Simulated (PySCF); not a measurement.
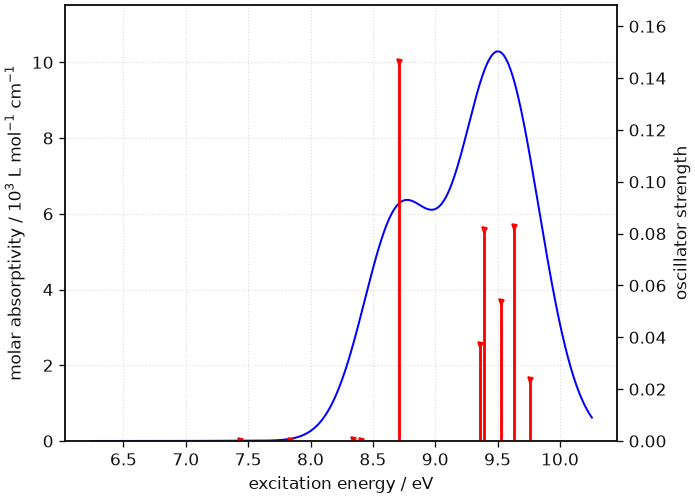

Vertical TDHF excitations, HF/def2-SVPD in PySCF, at a PBE0-D3(BJ)/def2-SVP geometry (no frequency check), gas phase. The lowest 10 singlet states are shown; each is broadened by a Gaussian of 1/e half-width 0.40 eV. Sticks give oscillator strengths (right axis).

> Whose absorption spectrum is this?
A. C₂H₄BCl₃, SMILES ClCCB(Cl)Cl
B. CH₇ClSi₂, SMILES C[SiH2][SiH2]Cl

Option A. Its lowest singlet lies at 7.44 eV (f = 0.000) and the brightest of those computed is S5 at 8.71 eV (142 nm), f = 0.146, mainly HOMO−4 → LUMO+1 (89 %).

Note: one conformer of a flexible molecule; core orbitals are frozen in the response.
